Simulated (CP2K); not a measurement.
# AlSiH4Cl (SMILES [AlH2][SiH2]Cl): AM1

Aim: the energy difference between two shapes of AlSiH4Cl at AM1, from 2 runs. 

The calculation is run with CP2K 2026.2.

3 further runs of the same task are left out: 1 that didn't finish, 2 set aside as unsound or not needed.

### 1 The structure to begin with

AlSiH4Cl: 7 atoms, total charge 0, spin state singlet. As SMILES, `[AlH2][SiH2]Cl`. Geometry: a rough force-field guess.

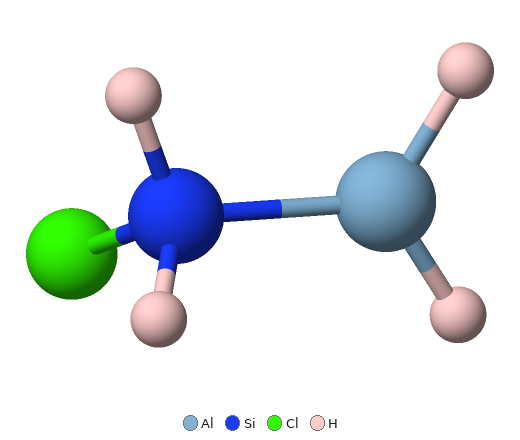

The structure, seen from a chosen angle (aluminium light blue, silicon blue, chlorine green, hydrogen pink).

### 2 Energy and forces at AM1

mol.inp

```
&GLOBAL
  PROJECT_NAME mol
  RUN_TYPE ENERGY_FORCE
  PRINT_LEVEL MEDIUM
&END

&FORCE_EVAL
  METHOD QUICKSTEP
  &DFT
    CHARGE 0
    MULTIPLICITY 1
    &QS
      METHOD AM1
      EPS_DEFAULT 1.0E-10
      &SE
        &COULOMB
          CUTOFF [angstrom] 50
          RC_RANGE [angstrom] 0
        &END
        &EXCHANGE
          CUTOFF [angstrom] 50
          RC_RANGE [angstrom] 0
        &END
      &END
    &END
    &POISSON
      PERIODIC NONE
      POISSON_SOLVER ANALYTIC
    &END
    &SCF
      SCF_GUESS ATOMIC
      EPS_SCF 1.0E-07
      MAX_SCF 100
      &DIAGONALIZATION
        ALGORITHM STANDARD
      &END
      &MIXING
        METHOD DIRECT_P_MIXING
        ALPHA 0.4
      &END
    &END
    &PRINT
      &MOMENTS
        PERIODIC F
        REFERENCE COM
        MAX_MOMENT 1
      &END
      &MO ON
        ENERGIES T
        OCCUPATION_NUMBERS T
        NDIGITS 6
        &EACH
          QS_SCF 0
        &END
        ADD_LAST NUMERIC
      &END
      &HIRSHFELD OFF
      &END
    &END
  &END
  &SUBSYS
    &CELL
      ABC [angstrom] 13.6 13.6 13.6
      PERIODIC NONE
    &END
    &COORD
      UNIT bohr
      Al    -1.8218850     0.6888052    -1.5365363
      Si     1.5361584    -0.4117713     0.9992872
      Cl     0.3365602    -3.2110226     3.5167803
      H     -3.1331659    -1.2655496    -3.3026743
      H     -2.8912810     3.6137233    -1.5779213
      H      2.4485181     1.8394594     2.4095898
      H      3.6409353    -1.3821457    -0.5948858
    &END
    &TOPOLOGY
      &CENTER_COORDINATES
      &END
    &END
  &END
  ! extra output
  &PRINT
    &FORCES ON
    &END
  &END
&END
```

Launch:

```console
$ OMP_NUM_THREADS=1 cp2k.psmp -i mol.inp -o mol.out
```

Output:

```text
CP2K| version string:                                       CP2K version 2026.2
[...]
 GLOBAL| Method name                                                        CP2K
[...]
 GLOBAL| Run type                                                   ENERGY_FORCE
[...]
                             - Atoms:                                          7
[...]
                             - Spherical basis functions:                     16
[...]
 Number of electrons:                                                         18
[...]
     1 P_Mix/Diag. 0.40E+00    0.0     0.74744261       -18.0981424937 -1.81E+01
[...]
    24 DIIS/Diag.  0.81E-07    0.0     0.00000009       -20.6578777089 -1.03E-13
  *** SCF run converged in    24 steps ***
  Core-core repulsion energy [eV]:                            604.76691464874011
  Core Hamiltonian energy [eV]:                              -875.98045734225309
  Two-electron integral energy [eV]:                         -581.83179461066015
  Electronic energy [eV]:                                   -1166.89635464758317
  Total energy [eV]:                                         -562.12943999884305
  Atomic reference energy [eV]:                               561.64849406158066
  Heat of formation [kcal/mol]:                               -11.09087766952469
[...]
 SE_DIPOLE| Moment [Debye]         -0.46398866      -1.09777534       1.02025941
 SE_DIPOLE| Derivative [a.u.]       0.00000000       0.00000000       0.00000000
 ENERGY| Total FORCE_EVAL ( QS ) energy [hartree]            -20.657877708906199
 FORCES| Atomic forces [hartree/bohr]
 FORCES|   Atom     x               y               z               |f|
 FORCES|      1 -4.72760990E-02  3.18248391E-02 -3.38409552E-02   6.62801642E-02
 FORCES|      2  2.54620203E-02 -6.23097211E-03  1.69295082E-02   3.12049314E-02
 FORCES|      3  1.65332166E-03  2.39639242E-03 -1.49952053E-03   3.27486350E-03
 FORCES|      4  1.25280247E-02  1.96861529E-02  1.77171468E-02   2.92983500E-02
 FORCES|      5  1.58168966E-02 -4.47038693E-02  3.28424169E-04   4.74206497E-02
 FORCES|      6 -2.19336667E-03 -6.02900282E-03 -3.20222887E-03   7.17035578E-03
 FORCES|      7 -5.99079764E-03  3.05645980E-03  3.56762536E-03   7.61311721E-03
 FORCES| Sum    -1.11022302E-16 -2.08166817E-17 -2.77555756E-17
 FORCES| Total atomic force                                       1.16317057E-16
[...]
```

Wall time 0.22 s (1 thread of Arm Neoverse V2, shared host).

### 3 The distorted shape, same level

run.inp

```
&GLOBAL
    PROJECT run
    RUN_TYPE ENERGY_FORCE
    PRINT_LEVEL MEDIUM
&END

&FORCE_EVAL
    METHOD QS
    &DFT
        CHARGE 0
        MULTIPLICITY 1
        &QS
            METHOD AM1
            EPS_DEFAULT 1.0E-10
            &SE
                &COULOMB
                    CUTOFF [angstrom] 50
                    RC_RANGE [angstrom] 0
                &END
                &EXCHANGE
                    CUTOFF [angstrom] 50
                    RC_RANGE [angstrom] 0
                &END
            &END
        &END
        &POISSON
            PERIODIC NONE
            POISSON_SOLVER ANALYTIC
        &END
        &SCF
            SCF_GUESS ATOMIC
            EPS_SCF 1.0E-07
            MAX_SCF 100
            &DIAGONALIZATION
                ALGORITHM STANDARD
            &END
            &MIXING
                METHOD DIRECT_P_MIXING
                ALPHA 0.4
            &END
        &END
        &PRINT
            &MOMENTS
                PERIODIC F
                REFERENCE COM
                MAX_MOMENT 1
            &END
            &MO ON
                ENERGIES T
                OCCUPATION_NUMBERS T
                NDIGITS 6
                &EACH
                    QS_SCF 0
                &END
                ADD_LAST NUMERIC
            &END
            &HIRSHFELD OFF
            &END
        &END
    &END
    &SUBSYS
        &CELL
            ABC [angstrom] 13.5 13.8 13.7
            PERIODIC NONE
        &END
        &COORD
            UNIT bohr
            Al    -2.0781791     0.6634923    -1.3561279
            Si     1.5028576    -0.5848797     0.9481720
            Cl     0.5117718    -3.4302705     3.6411073
            H     -3.1169823    -1.2979338    -3.3083738
            H     -2.8671605     3.7046002    -1.4860239
            H      2.3932928     1.9786888     2.3926673
            H      3.4311606    -1.2943604    -0.6853111
        &END
        &TOPOLOGY
            &CENTER_COORDINATES
            &END
        &END
    &END
    &PRINT
        &FORCES ON
        &END
    &END
&END
```

Launch:

```console
$ OMP_NUM_THREADS=1 cp2k.psmp -i run.inp -o run.out
```

Output:

```text
CP2K| version string:                                       CP2K version 2026.2
[...]
 GLOBAL| Method name                                                        CP2K
[...]
 GLOBAL| Run type                                                   ENERGY_FORCE
[...]
                             - Atoms:                                          7
[...]
                             - Spherical basis functions:                     16
[...]
 Number of electrons:                                                         18
[...]
     1 P_Mix/Diag. 0.40E+00    0.0     0.74950260       -18.1172448358 -1.81E+01
[...]
    25 DIIS/Diag.  0.49E-07    0.0     0.00000009       -20.6463673751 -6.39E-14
  *** SCF run converged in    25 steps ***
  Core-core repulsion energy [eV]:                            594.98901066522944
  Core Hamiltonian energy [eV]:                              -876.33987549183928
  Two-electron integral energy [eV]:                         -560.93072612261972
  Electronic energy [eV]:                                   -1156.80523855314914
  Total energy [eV]:                                         -561.81622788791981
  Atomic reference energy [eV]:                               561.64849406158066
  Heat of formation [kcal/mol]:                                -3.86803423178450
[...]
 SE_DIPOLE| Moment [Debye]         -0.02910495      -1.17424198       0.97326301
 SE_DIPOLE| Derivative [a.u.]       0.00000000       0.00000000       0.00000000
 ENERGY| Total FORCE_EVAL ( QS ) energy [hartree]            -20.646367375121812
 FORCES| Atomic forces [hartree/bohr]
 FORCES|   Atom     x               y               z               |f|
 FORCES|      1 -2.74649529E-02  3.13773239E-02 -3.58687798E-02   5.50039040E-02
 FORCES|      2 -2.62724062E-03  3.25455075E-02  5.50710865E-02   6.40229413E-02
 FORCES|      3  4.91422536E-03  9.35315916E-03 -8.47209743E-03   1.35428074E-02
 FORCES|      4  6.66515811E-03  2.17531013E-02  2.13726450E-02   3.12155683E-02
 FORCES|      5  9.84104465E-03 -4.99327119E-02  2.95379893E-03   5.09788859E-02
 FORCES|      6 -1.11121744E-02 -3.61794625E-02 -1.75643803E-02   4.17245896E-02
 FORCES|      7  1.97839397E-02 -8.91691747E-03 -1.74922729E-02   2.78728416E-02
 FORCES| Sum    -8.32667268E-17  9.02056208E-17 -5.41233725E-16
 FORCES| Total atomic force                                       5.54981393E-16
[...]
```

It took 0.22 s on 1 thread of Arm Neoverse V2, shared host.

### 4 What came out

Level: AM1.

```
                                                  quantity           value
                                 first shape: total energy    -20.65788 Eh
                                first shape: dipole moment          1.57 D
                                  first shape: HOMO energy       -10.09 eV
    first shape: heat of formation at this unrelaxed shape  -11.1 kcal/mol
                     first shape: largest force on an atom      3.408 eV/Å
                             distorted shape: total energy    -20.64637 Eh
                            distorted shape: dipole moment          1.53 D
                              distorted shape: HOMO energy        -9.93 eV
distorted shape: heat of formation at this unrelaxed shape   -3.9 kcal/mol
                 distorted shape: largest force on an atom      3.292 eV/Å
                    energy change with the atoms displaced        0.313 eV
```

With the atoms displaced the energy rises by 0.31 eV (30.2 kJ/mol). The first shape isn't relaxed at this level, so the change isn't measured from a minimum. The largest force (first shape) is 3.41 eV/Å: the shape isn't a stationary point for this species at this level.
